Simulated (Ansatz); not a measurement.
**SiH₂Cl (doublet): B2PLYP, RPA-PBE over a scan of the distance Cl1–H2 along a hydrogen transfer, cc-pVTZ**

How well do these functionals follow the top wave-function level for SiH₂Cl (doublet) over a scan of the distance Cl1–H2 along a hydrogen transfer?

Program: Ansatz 0.2.0, Gaussian basis. Level of theory: cc-pVTZ, all electrons in the functionals, frozen cores in the correlation of double hybrids and RPA. These are calculated values, not measurements.

Plan: B2PLYP, RPA-PBE, at 1.279 Å; 1.386 Å; 1.602 Å; 1.817 Å; 2.032 Å.

**1. What is computed**

The geometry derives from fragments relaxed apart (PBE0/def2-TZVP) and kept rigid, so it is no stationary point. A hydrogen atom is moved between rigid fragments.

4 atoms, charge 0, spin multiplicity 2.

Atoms are counted from 1 here; the program's logs count them from 0.

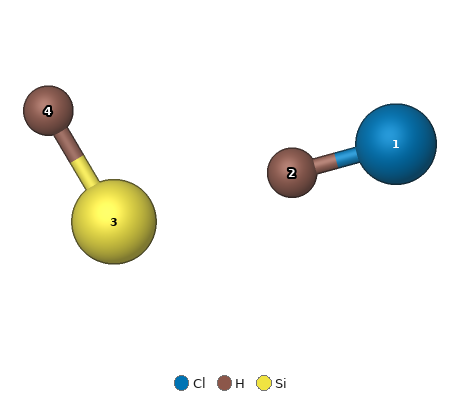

The geometry (chlorine blue, hydrogen brown, silicon yellow); atoms are numbered from 1 in the order of the file.

As a file:

```xyz
4
charge 0, multiplicity 2
Cl   -1.5667    0.0227    0.0000
H    -0.2879    0.0227    0.0000
Si    1.9053    0.0227    0.0000
H     2.3018   -1.4568    0.0000
```

No dispersion term is added.

The geometry shown and the zero of energy belong to the point 1.279 Å. The yardstick, UCCSDT(Q), and other wave-function levels (R restricted, U unrestricted, valence and pair active spaces) come from earlier runs.

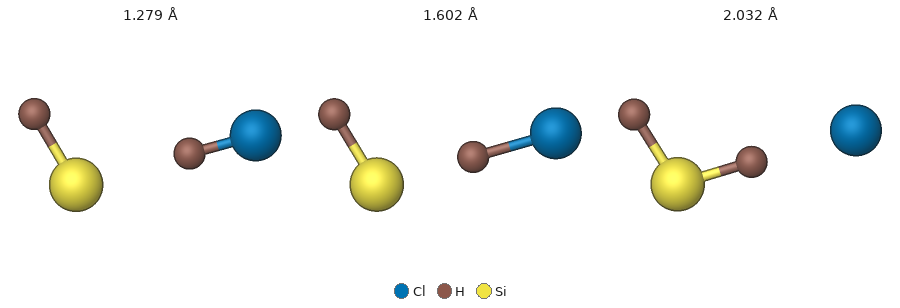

Three points of the scan; sticks are drawn by distance.

**2. B2PLYP, 1.279 Å**

in.yaml

```yaml
crystal:
  periodic: [false, false, false]
  atoms:
    - {symbol: Cl, position_ang: [-1.566653, 0.022748, 0.000000]}
    - {symbol: H, position_ang: [-0.287853, 0.022748, 0.000000]}
    - {symbol: Si, position_ang: [1.905347, 0.022748, 0.000000]}
    - {symbol: H, position_ang: [2.301782, -1.456765, 0.000000]}
basis:
  gaussian: {orbitals: cc-pVTZ}
magnetization: {spin_polarized: true, initial_magnetization: 1}
hamiltonian: {xc: {name: B2PLYP}}
correlation: {electrons: outside_noble_gas}
```

Run with:

```console
$ ansatz run in.yaml --threads 2 --pin off --events-out ev --progress --plain --max-ram 24576MiB --backend cuda --devices 0, --max-vram 18GiB
```

The program printed:

```text
Functional definition: B2PLYP
  name "B2PLYP"
  cite "Grimme, J. Chem. Phys. 124, 034108 (2006) doi:10.1063/1.2148954"
  cite "Becke, Phys. Rev. A 38, 3098 (1988) doi:10.1103/PhysRevA.38.3098"
  cite "Lee, Yang & Parr, Phys. Rev. B 37, 785 (1988) doi:10.1103/PhysRevB.37.785"
  parameter a = 0.53
  parameter c = 0.27
  exchange = (1 - a)*b88_x + a*exact_x
  correlation = (1 - c)*lyp_c + c*(mp2_os + mp2_ss)
559 factors; integrals over basis functions are off by at most 1.3e-3 eV
mean field evaluation 1: about -20420.6137 eV, gradient 9.0e0 eV
mean field evaluation 2: about -20420.6569 eV, gradient 9.0e0 eV
mean field evaluation 4: about -20421.3333 eV, gradient 8.9e-1 eV
mean field evaluation 8: about -20421.3468 eV, gradient 3.4e-2 eV
mean field evaluation 16: about -20421.3468 eV, gradient 1.7e-4 eV
mean field evaluation 32: about -20421.3322 eV, gradient 9.6e-1 eV
mean field -20421.34682248 eV, -750.4706536400 hartree, gradient 5.3e-6 eV, S^2 0.760730; 4 other end points of the search recorded, 0 dependent functions left out
10 core orbitals not correlated: weight in the atoms' cores, before any rotation towards them, 1.000 or more for the frozen orbitals, at most 0.000 for the correlated occupied ones
reference -20421.34696128 eV, -750.4706587408 hartree; 7, 6 occupied and 79, 80 virtual orbitals, 559 factors
second order -9.73152918 eV of doubles, -0.00000000 eV of singles
Total energy: -20423.97447416 eV, -750.5672180581 hartree
```

Wall time 13 s (1 × H100 (card shared with other runs) with 2 threads of AMD EPYC 7R13, shared host); peak host memory 0.74 GiB.

From the report: ⟨S²⟩ of the determinant 0.761 (pure doublet: 0.75).

**3. B2PLYP, 1.386 Å**

in.yaml

```yaml
crystal:
  periodic: [false, false, false]
  atoms:
    - {symbol: Cl, position_ang: [-1.568301, 0.022748, 0.000000]}
    - {symbol: H, position_ang: [-0.182301, 0.022748, 0.000000]}
    - {symbol: Si, position_ang: [1.903699, 0.022748, 0.000000]}
    - {symbol: H, position_ang: [2.300133, -1.456765, 0.000000]}
basis:
  gaussian: {orbitals: cc-pVTZ}
magnetization: {spin_polarized: true, initial_magnetization: 1}
hamiltonian: {xc: {name: B2PLYP}}
correlation: {electrons: outside_noble_gas}
```

Same command.

The program printed, cut to the lines that bear on the results:

```text
Functional definition: B2PLYP
  name "B2PLYP"
  cite "Grimme, J. Chem. Phys. 124, 034108 (2006) doi:10.1063/1.2148954"
  cite "Becke, Phys. Rev. A 38, 3098 (1988) doi:10.1103/PhysRevA.38.3098"
  cite "Lee, Yang & Parr, Phys. Rev. B 37, 785 (1988) doi:10.1103/PhysRevB.37.785"
[...]
559 factors; integrals over basis functions are off by at most 8.4e-4 eV
[...]
mean field -20421.29326113 eV, -750.4686852969 hartree, gradient 4.0e-6 eV, S^2 0.762592; 4 other end points of the search recorded, 0 dependent functions left out
10 core orbitals not correlated: weight in the atoms' cores, before any rotation towards them, 1.000 or more for the frozen orbitals, at most 0.000 for the correlated occupied ones
reference -20421.29339945 eV, -750.4686903801 hartree; 7, 6 occupied and 79, 80 virtual orbitals, 559 factors
second order -9.82850405 eV of doubles, -0.00000000 eV of singles
Total energy: -20423.94709555 eV, -750.5662119128 hartree
```

It took 17 s on 1 × H100 (card shared with other runs) with 2 threads of AMD EPYC 7R13, shared host; peak host memory 0.74 GiB.

From the report: ⟨S²⟩ of the determinant 0.763 (pure doublet: 0.75).

From 1.279 Å: +2.6 kJ/mol.

**4. B2PLYP, 1.602 Å**

in.yaml

```yaml
crystal:
  periodic: [false, false, false]
  atoms:
    - {symbol: Cl, position_ang: [-1.571622, 0.022748, 0.000000]}
    - {symbol: H, position_ang: [0.030378, 0.022748, 0.000000]}
    - {symbol: Si, position_ang: [1.900378, 0.022748, 0.000000]}
    - {symbol: H, position_ang: [2.296812, -1.456765, 0.000000]}
basis:
  gaussian: {orbitals: cc-pVTZ}
magnetization: {spin_polarized: true, initial_magnetization: 1}
hamiltonian: {xc: {name: B2PLYP}}
correlation: {electrons: outside_noble_gas}
```

The command is unchanged.

The program printed, cut to the lines that bear on the results:

```text
Functional definition: B2PLYP
  name "B2PLYP"
  cite "Grimme, J. Chem. Phys. 124, 034108 (2006) doi:10.1063/1.2148954"
  cite "Becke, Phys. Rev. A 38, 3098 (1988) doi:10.1103/PhysRevA.38.3098"
  cite "Lee, Yang & Parr, Phys. Rev. B 37, 785 (1988) doi:10.1103/PhysRevB.37.785"
[...]
559 factors; integrals over basis functions are off by at most 1.2e-3 eV
[...]
mean field -20420.93392066 eV, -750.4554797781 hartree, gradient 4.1e-6 eV, S^2 0.772584; 4 other end points of the search recorded, 0 dependent functions left out
10 core orbitals not correlated: weight in the atoms' cores, before any rotation towards them, 1.000 or more for the frozen orbitals, at most 0.000 for the correlated occupied ones
reference -20420.93405710 eV, -750.4554847920 hartree; 7, 6 occupied and 79, 80 virtual orbitals, 559 factors
second order -9.95445150 eV of doubles, -0.00000000 eV of singles
Total energy: -20423.62175900 eV, -750.5542560153 hartree
```

It took 12 s on 1 × H100 (card shared with other runs) with 2 threads of AMD EPYC 7R13, shared host; peak host memory 0.75 GiB.

From the report: ⟨S²⟩ of the determinant 0.773 (pure doublet: 0.75).

From 1.279 Å: +34.0 kJ/mol.

**5. B2PLYP, 1.817 Å**

in.yaml

```yaml
crystal:
  periodic: [false, false, false]
  atoms:
    - {symbol: Cl, position_ang: [-1.574928, 0.022748, 0.000000]}
    - {symbol: H, position_ang: [0.242072, 0.022748, 0.000000]}
    - {symbol: Si, position_ang: [1.897072, 0.022748, 0.000000]}
    - {symbol: H, position_ang: [2.293506, -1.456765, 0.000000]}
basis:
  gaussian: {orbitals: cc-pVTZ}
magnetization: {spin_polarized: true, initial_magnetization: 1}
hamiltonian: {xc: {name: B2PLYP}}
correlation: {electrons: outside_noble_gas}
```

Same command.

The program printed, cut to the lines that bear on the results:

```text
Functional definition: B2PLYP
  name "B2PLYP"
  cite "Grimme, J. Chem. Phys. 124, 034108 (2006) doi:10.1063/1.2148954"
  cite "Becke, Phys. Rev. A 38, 3098 (1988) doi:10.1103/PhysRevA.38.3098"
  cite "Lee, Yang & Parr, Phys. Rev. B 37, 785 (1988) doi:10.1103/PhysRevB.37.785"
[...]
559 factors; integrals over basis functions are off by at most 1.2e-3 eV
[...]
mean field -20420.73405361 eV, -750.4481347996 hartree, gradient 8.7e-6 eV, S^2 0.776203; 4 other end points of the search recorded, 0 dependent functions left out
10 core orbitals not correlated: weight in the atoms' cores, before any rotation towards them, 1.000 or more for the frozen orbitals, at most 0.000 for the correlated occupied ones
reference -20420.73418985 eV, -750.4481398062 hartree; 7, 6 occupied and 79, 80 virtual orbitals, 559 factors
second order -9.86923405 eV of doubles, -0.00000000 eV of singles
Total energy: -20423.39888304 eV, -750.5460654748 hartree
```

Run time: 11 s. Hardware: 1 × H100 (card shared with other runs) with 2 threads of AMD EPYC 7R13, shared host; peak host memory 0.74 GiB.

From the report: ⟨S²⟩ of the determinant 0.776 (pure doublet: 0.75).

From 1.279 Å: +55.5 kJ/mol.

**6. B2PLYP, 2.032 Å**

in.yaml

```yaml
crystal:
  periodic: [false, false, false]
  atoms:
    - {symbol: Cl, position_ang: [-1.578234, 0.022748, 0.000000]}
    - {symbol: H, position_ang: [0.453766, 0.022748, 0.000000]}
    - {symbol: Si, position_ang: [1.893766, 0.022748, 0.000000]}
    - {symbol: H, position_ang: [2.290201, -1.456765, 0.000000]}
basis:
  gaussian: {orbitals: cc-pVTZ}
magnetization: {spin_polarized: true, initial_magnetization: 1}
hamiltonian: {xc: {name: B2PLYP}}
correlation: {electrons: outside_noble_gas}
```

Same command.

The program printed, cut to the lines that bear on the results:

```text
Functional definition: B2PLYP
  name "B2PLYP"
  cite "Grimme, J. Chem. Phys. 124, 034108 (2006) doi:10.1063/1.2148954"
  cite "Becke, Phys. Rev. A 38, 3098 (1988) doi:10.1103/PhysRevA.38.3098"
  cite "Lee, Yang & Parr, Phys. Rev. B 37, 785 (1988) doi:10.1103/PhysRevB.37.785"
[...]
556 factors; integrals over basis functions are off by at most 1.4e-3 eV
[...]
mean field -20420.50507117 eV, -750.4397198502 hartree, gradient 1.3e-6 eV, S^2 0.813323; 10 other end points of the search recorded, 0 dependent functions left out
10 core orbitals not correlated: weight in the atoms' cores, before any rotation towards them, 1.000 or more for the frozen orbitals, at most 0.000 for the correlated occupied ones
reference -20420.50520922 eV, -750.4397249233 hartree; 7, 6 occupied and 79, 80 virtual orbitals, 556 factors
second order -9.58487049 eV of doubles, -0.00000000 eV of singles
Total energy: -20423.09312425 eV, -750.5348290466 hartree
```

Run time: 17 s. Hardware: 1 × H100 (card shared with other runs) with 2 threads of AMD EPYC 7R13, shared host; peak host memory 0.75 GiB.

From the report: ⟨S²⟩ of the determinant 0.813 (pure doublet: 0.75).

From 1.279 Å: +85.0 kJ/mol.

**7. RPA-PBE, 1.279 Å**

in.yaml

```yaml
crystal:
  periodic: [false, false, false]
  atoms:
    - {symbol: Cl, position_ang: [-1.566653, 0.022748, 0.000000]}
    - {symbol: H, position_ang: [-0.287853, 0.022748, 0.000000]}
    - {symbol: Si, position_ang: [1.905347, 0.022748, 0.000000]}
    - {symbol: H, position_ang: [2.301782, -1.456765, 0.000000]}
basis:
  gaussian: {orbitals: cc-pVTZ}
magnetization: {spin_polarized: true, initial_magnetization: 1}
hamiltonian: {xc: {name: PBE}}
correlation: {method: rpa, electrons: outside_noble_gas}
```

Same command.

The program printed, cut to the lines that bear on the results:

```text
Functional definition: PBE
  name "PBE"
  cite "Perdew, Burke & Ernzerhof, Phys. Rev. Lett. 77, 3865 (1996) doi:10.1103/PhysRevLett.77.3865"
  parent pbe
[...]
559 factors; integrals over basis functions are off by at most 1.3e-3 eV
[...]
mean field -20421.54902264 eV, -750.4780843590 hartree, gradient 3.4e-6 eV, S^2 0.754948; 8 other end points of the search recorded, 0 dependent functions left out
10 core orbitals not correlated: weight in the atoms' cores, before any rotation towards them, 1.000 or more for the frozen orbitals, at most 0.000 for the correlated occupied ones
reference -20395.36666483 eV, -749.5159004566 hartree; 7, 6 occupied and 79, 80 virtual orbitals, 559 factors
Total energy: -20410.11337249 eV, -750.0578319671 hartree
```

Wall time 13 s (1 × H100 (card shared with other runs) with 2 threads of AMD EPYC 7R13, shared host); peak host memory 0.84 GiB.

From the report: ⟨S²⟩ of the determinant 0.755 (pure doublet: 0.75).

**8. RPA-PBE, 1.386 Å**

in.yaml

```yaml
crystal:
  periodic: [false, false, false]
  atoms:
    - {symbol: Cl, position_ang: [-1.568301, 0.022748, 0.000000]}
    - {symbol: H, position_ang: [-0.182301, 0.022748, 0.000000]}
    - {symbol: Si, position_ang: [1.903699, 0.022748, 0.000000]}
    - {symbol: H, position_ang: [2.300133, -1.456765, 0.000000]}
basis:
  gaussian: {orbitals: cc-pVTZ}
magnetization: {spin_polarized: true, initial_magnetization: 1}
hamiltonian: {xc: {name: PBE}}
correlation: {method: rpa, electrons: outside_noble_gas}
```

Launched as before.

The program printed, cut to the lines that bear on the results:

```text
Functional definition: PBE
  name "PBE"
  cite "Perdew, Burke & Ernzerhof, Phys. Rev. Lett. 77, 3865 (1996) doi:10.1103/PhysRevLett.77.3865"
  parent pbe
[...]
559 factors; integrals over basis functions are off by at most 8.4e-4 eV
[...]
mean field -20421.59655076 eV, -750.4798309851 hartree, gradient 4.0e-6 eV, S^2 0.754886; 8 other end points of the search recorded, 0 dependent functions left out
10 core orbitals not correlated: weight in the atoms' cores, before any rotation towards them, 1.000 or more for the frozen orbitals, at most 0.000 for the correlated occupied ones
reference -20395.20200572 eV, -749.5098493459 hartree; 7, 6 occupied and 79, 80 virtual orbitals, 559 factors
Total energy: -20410.04855788 eV, -750.0554500745 hartree
```

Wall time 13 s (1 × H100 (card shared with other runs) with 2 threads of AMD EPYC 7R13, shared host); peak host memory 0.83 GiB.

From the report: ⟨S²⟩ of the determinant 0.755 (pure doublet: 0.75).

From 1.279 Å: +6.3 kJ/mol.

**9. RPA-PBE, 1.602 Å**

in.yaml

```yaml
crystal:
  periodic: [false, false, false]
  atoms:
    - {symbol: Cl, position_ang: [-1.571622, 0.022748, 0.000000]}
    - {symbol: H, position_ang: [0.030378, 0.022748, 0.000000]}
    - {symbol: Si, position_ang: [1.900378, 0.022748, 0.000000]}
    - {symbol: H, position_ang: [2.296812, -1.456765, 0.000000]}
basis:
  gaussian: {orbitals: cc-pVTZ}
magnetization: {spin_polarized: true, initial_magnetization: 1}
hamiltonian: {xc: {name: PBE}}
correlation: {method: rpa, electrons: outside_noble_gas}
```

The command is unchanged.

The program printed, cut to the lines that bear on the results:

```text
Functional definition: PBE
  name "PBE"
  cite "Perdew, Burke & Ernzerhof, Phys. Rev. Lett. 77, 3865 (1996) doi:10.1103/PhysRevLett.77.3865"
  parent pbe
[...]
559 factors; integrals over basis functions are off by at most 1.2e-3 eV
[...]
mean field -20421.38772829 eV, -750.4721569011 hartree, gradient 6.6e-6 eV, S^2 0.755137; 11 other end points of the search recorded, 0 dependent functions left out
10 core orbitals not correlated: weight in the atoms' cores, before any rotation towards them, 1.000 or more for the frozen orbitals, at most 0.000 for the correlated occupied ones
reference -20394.61034049 eV, -749.4881060495 hartree; 7, 6 occupied and 79, 80 virtual orbitals, 559 factors
Total energy: -20409.67595093 eV, -750.0417570213 hartree
```

Run time: 9 s. Hardware: 1 × H100 (card shared with other runs) with 2 threads of AMD EPYC 7R13, shared host; peak host memory 0.84 GiB.

From the report: ⟨S²⟩ of the determinant 0.755 (pure doublet: 0.75).

From 1.279 Å: +42.2 kJ/mol.

**10. RPA-PBE, 1.817 Å**

in.yaml

```yaml
crystal:
  periodic: [false, false, false]
  atoms:
    - {symbol: Cl, position_ang: [-1.574928, 0.022748, 0.000000]}
    - {symbol: H, position_ang: [0.242072, 0.022748, 0.000000]}
    - {symbol: Si, position_ang: [1.897072, 0.022748, 0.000000]}
    - {symbol: H, position_ang: [2.293506, -1.456765, 0.000000]}
basis:
  gaussian: {orbitals: cc-pVTZ}
magnetization: {spin_polarized: true, initial_magnetization: 1}
hamiltonian: {xc: {name: PBE}}
correlation: {method: rpa, electrons: outside_noble_gas}
```

Same command.

The program printed, cut to the lines that bear on the results:

```text
Functional definition: PBE
  name "PBE"
  cite "Perdew, Burke & Ernzerhof, Phys. Rev. Lett. 77, 3865 (1996) doi:10.1103/PhysRevLett.77.3865"
  parent pbe
[...]
559 factors; integrals over basis functions are off by at most 1.2e-3 eV
[...]
mean field -20421.19219190 eV, -750.4649710710 hartree, gradient 3.9e-6 eV, S^2 0.754967; 10 other end points of the search recorded, 0 dependent functions left out
10 core orbitals not correlated: weight in the atoms' cores, before any rotation towards them, 1.000 or more for the frozen orbitals, at most 0.000 for the correlated occupied ones
reference -20394.24947960 eV, -749.4748446565 hartree; 7, 6 occupied and 79, 80 virtual orbitals, 559 factors
Total energy: -20409.47818654 eV, -750.0344893140 hartree
```

It took 21 s on 1 × H100 (card shared with other runs) with 2 threads of AMD EPYC 7R13, shared host; peak host memory 0.84 GiB.

From the report: ⟨S²⟩ of the determinant 0.755 (pure doublet: 0.75).

From 1.279 Å: +61.3 kJ/mol.

**11. RPA-PBE, 2.032 Å**

in.yaml

```yaml
crystal:
  periodic: [false, false, false]
  atoms:
    - {symbol: Cl, position_ang: [-1.578234, 0.022748, 0.000000]}
    - {symbol: H, position_ang: [0.453766, 0.022748, 0.000000]}
    - {symbol: Si, position_ang: [1.893766, 0.022748, 0.000000]}
    - {symbol: H, position_ang: [2.290201, -1.456765, 0.000000]}
basis:
  gaussian: {orbitals: cc-pVTZ}
magnetization: {spin_polarized: true, initial_magnetization: 1}
hamiltonian: {xc: {name: PBE}}
correlation: {method: rpa, electrons: outside_noble_gas}
```

Same command.

The program printed, cut to the lines that bear on the results:

```text
Functional definition: PBE
  name "PBE"
  cite "Perdew, Burke & Ernzerhof, Phys. Rev. Lett. 77, 3865 (1996) doi:10.1103/PhysRevLett.77.3865"
  parent pbe
[...]
556 factors; integrals over basis functions are off by at most 1.4e-3 eV
[...]
mean field -20420.86490695 eV, -750.4529435711 hartree, gradient 4.7e-6 eV, S^2 0.753675; 14 other end points of the search recorded, 0 dependent functions left out
10 core orbitals not correlated: weight in the atoms' cores, before any rotation towards them, 1.000 or more for the frozen orbitals, at most 0.000 for the correlated occupied ones
reference -20393.94424122 eV, -749.4636273530 hartree; 7, 6 occupied and 79, 80 virtual orbitals, 556 factors
Total energy: -20409.27484863 eV, -750.0270167838 hartree
```

It took 9 s on 1 × H100 (card shared with other runs) with 2 threads of AMD EPYC 7R13, shared host; peak host memory 0.84 GiB.

From the report: ⟨S²⟩ of the determinant 0.754 (pure doublet: 0.75).

From 1.279 Å: +80.9 kJ/mol.

**12. Against the wave-function levels**

The yardstick is UCCSDT(Q), where the cluster series has nearly closed. It comes from earlier runs at the same points. Energies in kJ/mol, counted from 1.279 Å; blanks weren't run or aren't comparable.

| level | 1.279 Å | 1.386 Å | 1.602 Å | 1.817 Å | 2.032 Å |
| --- | --- | --- | --- | --- | --- |
| UCCSDT(Q) | 0.0 | 6.0 | 44.1 | 69.6 | 97.6 |
| B2PLYP | 0.0 | 2.6 | 34.0 | 55.5 | 85.0 |
| RPA-PBE | 0.0 | 6.3 | 42.2 | 61.3 | 80.9 |

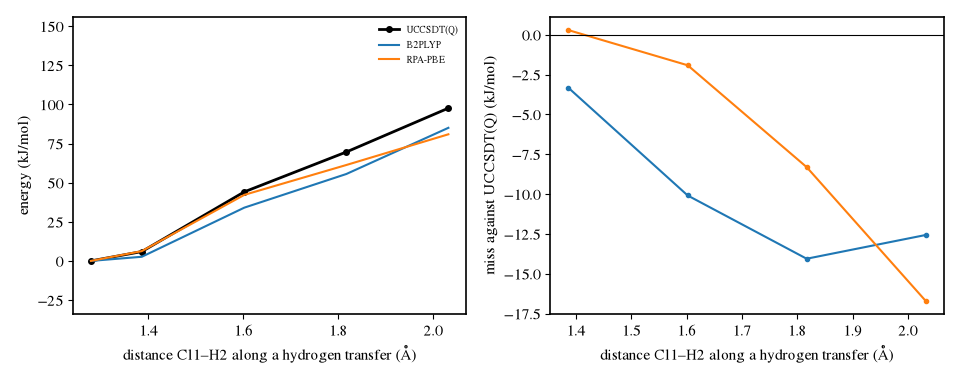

Left: the curves (the axis may cut off levels that run far away). Right: misses against UCCSDT(Q), in the same colours.

Largest miss and mean time a point (UCCSDT(Q) took 65 s a point; shared hosts):

| level | largest miss (kJ/mol) | where | time a point |
| --- | --- | --- | --- |
| B2PLYP | -14.1 | 1.817 Å | 14 s |
| RPA-PBE | -16.7 | 2.032 Å | 13 s |

**13. Outcome**

| quantity | value |
| --- | --- |
| span of the UCCSDT(Q) curve | 97.6 kJ/mol |
| largest miss, B2PLYP | -14.1 kJ/mol (1.817 Å) |
| largest miss, RPA-PBE | -16.7 kJ/mol (2.032 Å) |

Of the functionals, B2PLYP keep the smallest largest miss at the points compared (at most 14.1 kJ/mol) and RPA-PBE strays most (16.7 kJ/mol, at 2.032 Å). Functionals and the yardstick converge differently with the basis, so part of each miss in cc-pVTZ is the basis.
